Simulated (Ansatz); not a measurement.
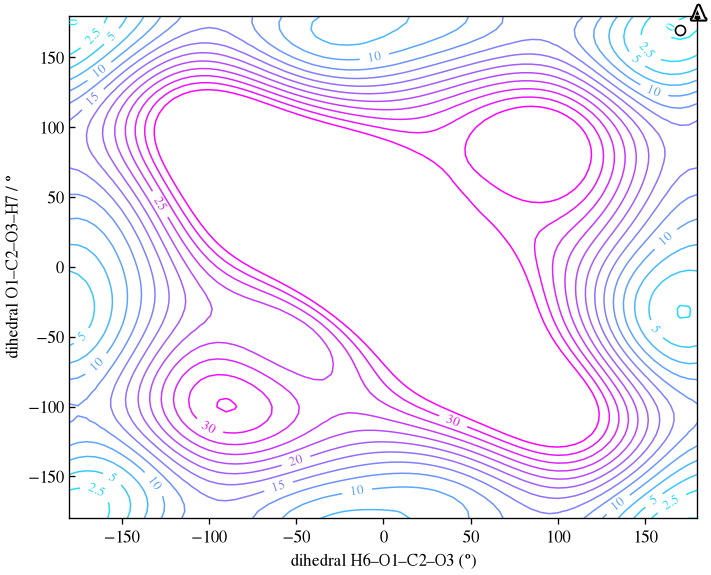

CH₂O₂S₂, SMILES OC1(O)SS1. Coordinates scanned: (1) dihedral H6–O1–C2–O3; (2) dihedral O1–C2–O3–H7. Nothing is relaxed (all other coordinates rigid). The scan uses an 18 × 18 grid. Points are written as (first, second). Energies are in kJ/mol, from the lowest grid point. Theory: RKS PBE0-D4/def2-SVP in Ansatz.

The picture shows contour lines labelled in kJ/mol (none above 32.5), the point A. Between grid points the surface is interpolated.

> What is the easiest way out of the well at A, and how high is the barrier?

The easiest path leads from the well at about (170°, 170°) to the well at about (170°, −30°), about 2.7 kJ/mol higher (on a rigid scan; wells that are mirror images or exchange like atoms can differ by this much). Its highest point lies about 13 kJ/mol above the bottom of the first well on the interpolated surface, at about (−175°, −105°). Seen from the upper well the barrier is about 10 kJ/mol. This is the barrier on the constrained surface; relaxing the other coordinates would change it.

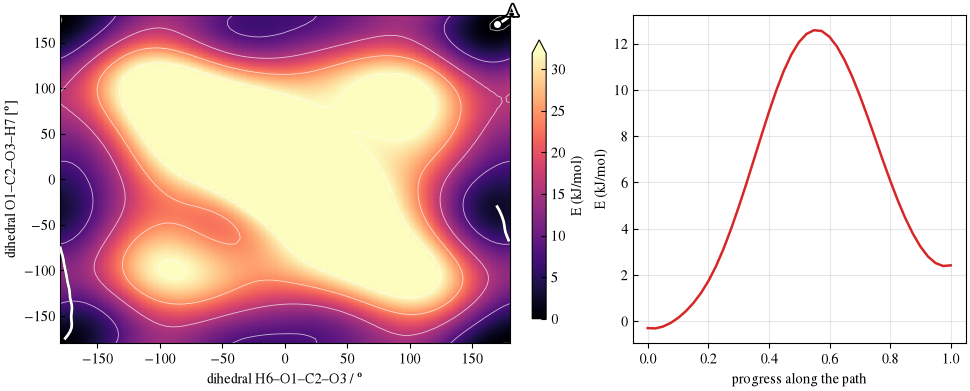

The picture shows a smooth colour map with a few white contour lines, a line along the lowest path, one colour for all values above the top of the scale, the energy along the path at the right. Between grid points the surface is interpolated.
